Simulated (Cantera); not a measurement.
Charge: 1 mol B2H6, 47 mol N2, held at 7.50 Torr.

These are equilibrium values from Cantera (NASA tables, ideal gas, pure condensed phases), not measurements of a reactor. Candidate condensed phases: B, BN; 15 gas species. The feed counts by its element totals alone. The tables' values for BH2 are old estimates; treat these amounts as uncertain. Kinetics and transport are ignored.

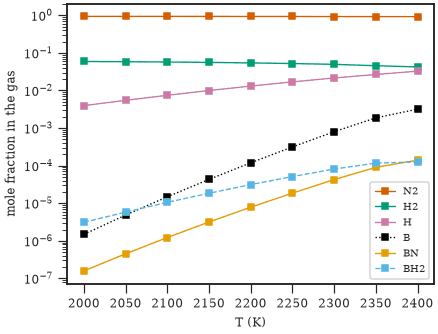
Fig. 1. Equilibrium gas composition (values under 1e-9 drawn at 1e-9)

**Question.** Read off the mole fractions at 2300 K.

**Answer.** N2 about 0.93, H2 about 0.050, H about 0.022, B about 0.00080, BH2 about 8.1e-5, BN about 4.3e-5.
